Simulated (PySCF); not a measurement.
# Geometry relaxation, with input and output: C5H12O

C5H12O, SMILES CCCOCC, computed with PBE0-D3(BJ)/def2-SVP geometry optimisation from a GFN2-xTB Hessian, gas phase (PySCF 2.14.0).

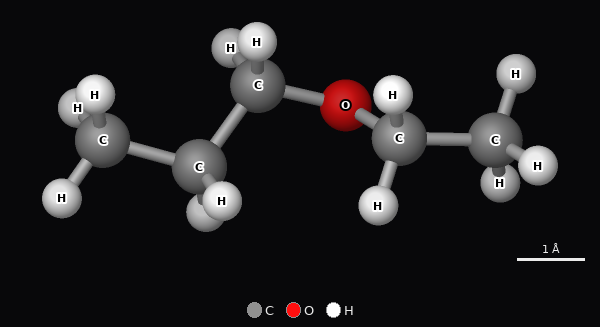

Figure 1. The starting structure (ball-and-stick view, seen at a tilt). Bond lengths as drawn: C–C 1.52 to 1.53 Å, C–H 1.09 to 1.10 Å and C–O 1.41 Å.

### Input file
```
{"job": {"kind": "geom", "xc": "PBE0", "basis": "def2-SVP", "d3": "d3bj", "grid": 1, "maxiter": 40}, "charge": 0, "multiplicity": 1}
C      2.863206    -0.154831    -0.157439
C      1.375797    -0.333958    -0.430398
C      0.552458    -0.132177     0.845905
O     -0.807591    -0.469268     0.718411
C     -1.578150     0.429438    -0.050290
C     -3.045866     0.070690     0.123435
H      3.435585    -0.286132    -1.072368
H      3.061842     0.841134     0.232686
H      3.208456    -0.883479     0.572387
H      1.184304    -1.339113    -0.810875
H      1.058011     0.381948    -1.191171
H      0.930850    -0.794035     1.630193
H      0.653567     0.910171     1.189367
H     -1.302918     0.365778    -1.113471
H     -1.393775     1.461632     0.288774
H     -3.323932     0.144102     1.171128
H     -3.666045     0.744626    -0.461192
H     -3.214560    -0.950208    -0.207209
```

The first line tells a small driver script what to run in PySCF; the rest is the geometry in Å.

Launch command:
```bash
OMP_NUM_THREADS=1 python <driver script> task.json out
```

### Output
```
step      E/eV     max force
  0     -7413.89563   0.8747
  1     -7413.93839   0.2050
  2     -7413.93957   0.0685
  3     -7413.94085   0.0333
  4     -7413.94072   0.0800
  5     -7413.94120   0.0203
```

### Trajectory as extended XYZ (Å, eV, eV/Å), 6 frames, from step=0 to step=5
```
18
Properties=species:S:1:pos:R:3:forces:R:3 step=0 energy=-7413.89563
C     2.8632   -0.1548   -0.1574   -0.6610  -0.0650  -0.2260
C     1.3758   -0.3340   -0.4304    0.1600   0.1880   0.7560
C     0.5525   -0.1322    0.8459   -0.4170  -0.3240  -0.6040
O    -0.8076   -0.4693    0.7184   -0.0090   0.2950  -0.1680
C    -1.5782    0.4294   -0.0503   -0.1750  -0.5950   0.4370
C    -3.0459    0.0707    0.1234    0.8420   0.2170  -0.0950
H     3.4356   -0.2861   -1.0724    0.3270  -0.0300  -0.3140
H     3.0618    0.8411    0.2327    0.1890   0.4150   0.1730
H     3.2085   -0.8835    0.5724    0.2290  -0.2880   0.3180
H     1.1843   -1.3391   -0.8109   -0.1520  -0.3040  -0.1630
H     1.0580    0.3819   -1.1912   -0.1440   0.1570  -0.3040
H     0.9308   -0.7940    1.6302    0.1990  -0.0790   0.2300
H     0.6536    0.9102    1.1894    0.0810   0.2280   0.1440
H    -1.3029    0.3658   -1.1135    0.0700   0.0840  -0.2380
H    -1.3938    1.4616    0.2888    0.0560   0.2530   0.0030
H    -3.3239    0.1441    1.1711   -0.1530   0.0280   0.4370
H    -3.6660    0.7446   -0.4612   -0.3200   0.2530  -0.2400
H    -3.2146   -0.9502   -0.2072   -0.1240  -0.4330  -0.1450
18
Properties=species:S:1:pos:R:3:forces:R:3 step=1 energy=-7413.93839
C     2.8497   -0.1308   -0.1765    0.0930  -0.0380   0.1130
C     1.3698   -0.3848   -0.4108   -0.0840   0.0190  -0.1860
C     0.5406   -0.1638    0.8453    0.0660   0.0770   0.1370
O    -0.8166   -0.4721    0.7143    0.0460  -0.0220  -0.0160
C    -1.5721    0.4501   -0.0176    0.0470   0.1210  -0.1430
C    -3.0301    0.0817    0.1028   -0.1230  -0.0390   0.0530
H     3.4379   -0.2872   -1.0941   -0.0240   0.0010   0.0320
H     3.0363    0.9042    0.1630   -0.0320  -0.0890  -0.0320
H     3.2566   -0.8086    0.5983   -0.0540   0.0970  -0.1070
H     1.2015   -1.4221   -0.7556    0.0260   0.0880   0.0220
H     1.0058    0.2748   -1.2234    0.0480  -0.1000   0.1200
H     0.9276   -0.8119    1.6521   -0.0360   0.0290  -0.0430
H     0.6672    0.8870    1.1941   -0.0170  -0.0730  -0.0320
H    -1.2735    0.4627   -1.0902   -0.0280  -0.0140   0.1460
H    -1.3966    1.4812    0.3666   -0.0210  -0.1000  -0.0230
H    -3.3477    0.1048    1.1587    0.0270  -0.0040  -0.0880
H    -3.6625    0.7789   -0.4693    0.0410  -0.0240   0.0250
H    -3.2026   -0.9377   -0.2799    0.0240   0.0710   0.0220
18
Properties=species:S:1:pos:R:3:forces:R:3 step=2 energy=-7413.93957
C     2.8525   -0.1567   -0.1706    0.0230   0.0400  -0.0390
C     1.3651   -0.3402   -0.4135   -0.0030  -0.0460   0.0190
C     0.5443   -0.1345    0.8518    0.0180  -0.0040   0.0170
O    -0.8089   -0.4613    0.7244   -0.0060  -0.0100   0.0180
C    -1.5732    0.4332   -0.0337   -0.0030   0.0160   0.0170
C    -3.0303    0.0669    0.1100   -0.0250   0.0040  -0.0140
H     3.4349   -0.2889   -1.0948   -0.0140  -0.0010   0.0050
H     3.0746    0.8501    0.2173    0.0120   0.0240   0.0060
H     3.2304   -0.8820    0.5650    0.0250  -0.0420   0.0480
H     1.1591   -1.3545   -0.7943   -0.0090  -0.0150   0.0040
H     1.0307    0.3585   -1.1959   -0.0270   0.0360  -0.0490
H     0.9403   -0.7832    1.6514   -0.0080   0.0020  -0.0110
H     0.6585    0.9140    1.2038    0.0000  -0.0060  -0.0020
H    -1.2811    0.4055   -1.1014    0.0080   0.0040  -0.0420
H    -1.3991    1.4734    0.3136    0.0030   0.0130   0.0060
H    -3.3403    0.1263    1.1633   -0.0030  -0.0020   0.0160
H    -3.6656    0.7427   -0.4822    0.0140  -0.0040   0.0050
H    -3.2005   -0.9630   -0.2362   -0.0040  -0.0100  -0.0040
18
Properties=species:S:1:pos:R:3:forces:R:3 step=3 energy=-7413.94085
C     2.8516   -0.1439   -0.1752   -0.0110  -0.0130  -0.0040
C     1.3666   -0.3656   -0.4119    0.0080   0.0190   0.0180
C     0.5444   -0.1471    0.8510   -0.0160  -0.0110  -0.0270
O    -0.8116   -0.4643    0.7210   -0.0020   0.0070  -0.0030
C    -1.5727    0.4457   -0.0233   -0.0080  -0.0240   0.0110
C    -3.0309    0.0728    0.1040    0.0200   0.0010   0.0030
H     3.4341   -0.2947   -1.0958    0.0050  -0.0020  -0.0010
H     3.0548    0.8792    0.1804    0.0000   0.0070  -0.0010
H     3.2443   -0.8395    0.5839    0.0050   0.0020   0.0020
H     1.1803   -1.3922   -0.7688   -0.0010  -0.0110  -0.0020
H     1.0152    0.3096   -1.2101   -0.0040  -0.0040  -0.0010
H     0.9328   -0.7954    1.6537    0.0070  -0.0030   0.0080
H     0.6650    0.9017    1.1976    0.0030   0.0110   0.0040
H    -1.2746    0.4415   -1.0909    0.0000   0.0060  -0.0010
H    -1.4023    1.4785    0.3480    0.0000   0.0050   0.0020
H    -3.3450    0.1031    1.1580    0.0010   0.0000  -0.0060
H    -3.6623    0.7648   -0.4725   -0.0070   0.0020  -0.0020
H    -3.1986   -0.9478   -0.2712    0.0010   0.0070   0.0010
18
Properties=species:S:1:pos:R:3:forces:R:3 step=4 energy=-7413.94072
C     2.8510   -0.1384   -0.1807    0.0110   0.0010   0.0340
C     1.3685   -0.3884   -0.4108    0.0000   0.0120  -0.0160
C     0.5444   -0.1528    0.8477    0.0010  -0.0040  -0.0030
O    -0.8127   -0.4650    0.7172   -0.0060   0.0200  -0.0210
C    -1.5740    0.4614   -0.0071    0.0060   0.0050  -0.0210
C    -3.0307    0.0736    0.0960   -0.0020  -0.0170   0.0200
H     3.4355   -0.3155   -1.0962   -0.0010   0.0040   0.0230
H     3.0410    0.9019    0.1377   -0.0150  -0.0690  -0.0220
H     3.2538   -0.8018    0.6052   -0.0270   0.0480  -0.0580
H     1.1966   -1.4270   -0.7438    0.0100   0.0350   0.0100
H     1.0050    0.2631   -1.2253    0.0180  -0.0330   0.0390
H     0.9293   -0.7942    1.6584    0.0000   0.0060  -0.0030
H     0.6690    0.8992    1.1842    0.0010   0.0000  -0.0020
H    -1.2660    0.4928   -1.0739   -0.0170  -0.0020   0.0670
H    -1.4145    1.4854    0.3971   -0.0100  -0.0470  -0.0180
H    -3.3534    0.0668    1.1496    0.0180   0.0000  -0.0630
H    -3.6621    0.7813   -0.4623    0.0010  -0.0150   0.0120
H    -3.1894   -0.9363   -0.3151    0.0120   0.0560   0.0220
18
Properties=species:S:1:pos:R:3:forces:R:3 step=5 energy=-7413.94120
C     2.8509   -0.1407   -0.1792   -0.0080  -0.0110   0.0090
C     1.3676   -0.3798   -0.4108    0.0000   0.0080  -0.0110
C     0.5443   -0.1506    0.8491    0.0010   0.0030   0.0030
O    -0.8124   -0.4647    0.7192    0.0010   0.0020  -0.0050
C    -1.5734    0.4554   -0.0123    0.0000   0.0020  -0.0110
C    -3.0303    0.0735    0.0984    0.0070   0.0030   0.0070
H     3.4345   -0.3043   -1.0971    0.0020  -0.0020  -0.0010
H     3.0455    0.8912    0.1564   -0.0030  -0.0060  -0.0040
H     3.2509   -0.8182    0.5932   -0.0050   0.0120  -0.0100
H     1.1902   -1.4137   -0.7526    0.0030   0.0080   0.0020
H     1.0082    0.2802   -1.2190    0.0070  -0.0130   0.0140
H     0.9311   -0.7940    1.6571    0.0000   0.0020   0.0000
H     0.6675    0.9005    1.1892    0.0000  -0.0010  -0.0020
H    -1.2686    0.4742   -1.0787   -0.0040   0.0000   0.0190
H    -1.4104    1.4822    0.3797   -0.0030  -0.0100  -0.0030
H    -3.3516    0.0841    1.1507    0.0010  -0.0020  -0.0070
H    -3.6618    0.7723   -0.4699   -0.0020   0.0020   0.0000
H    -3.1909   -0.9411   -0.2956    0.0020   0.0040   0.0000
```

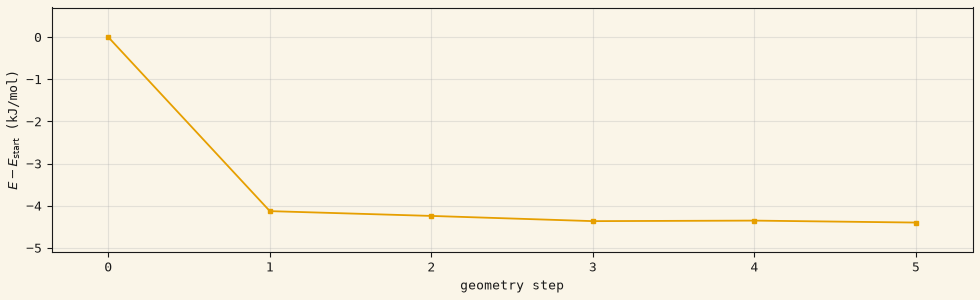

Figure 2. Progress of the relaxation, step by step (steps are counted from 0).

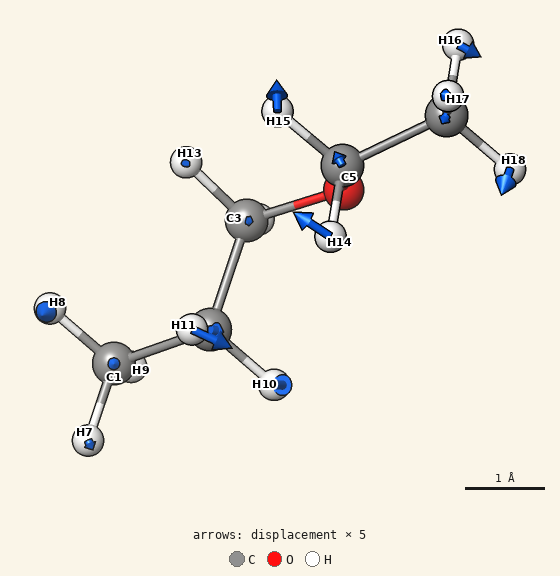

Figure 3. The starting structure with the displacements as blue arrows, magnified 5 times (ball-and-stick view, seen at a tilt). The two geometries are laid on each other by the best rigid fit. After 5 geometry steps the energy has fallen by 4.40 kJ/mol. The largest force component goes from 0.84 to 0.019 eV/Å. The largest moves after the best rigid fit, 0.12 Å, are those of H11 and H14. By element the largest moves are H 0.12 Å, C 0.05 Å, O 0.01 Å. Among the contacts that change: C1–H7 1.087 → 1.100 Å, C5–C6 1.521 → 1.510 Å, C2–C3 1.532 → 1.522 Å, C3–H13 1.102 → 1.112 Å. (Atoms are counted from 1 in the order of the input.)

### Results in brief

```json
{"quantity": "outcome", "value": "converged"}
{"quantity": "total energy", "value": "−272.457316 hartree"}
{"quantity": "hardware", "value": "1 CPU thread, shared host"}
{"quantity": "wall time", "value": "44 s"}
{"quantity": "peak memory", "value": "0.54 GiB"}
```
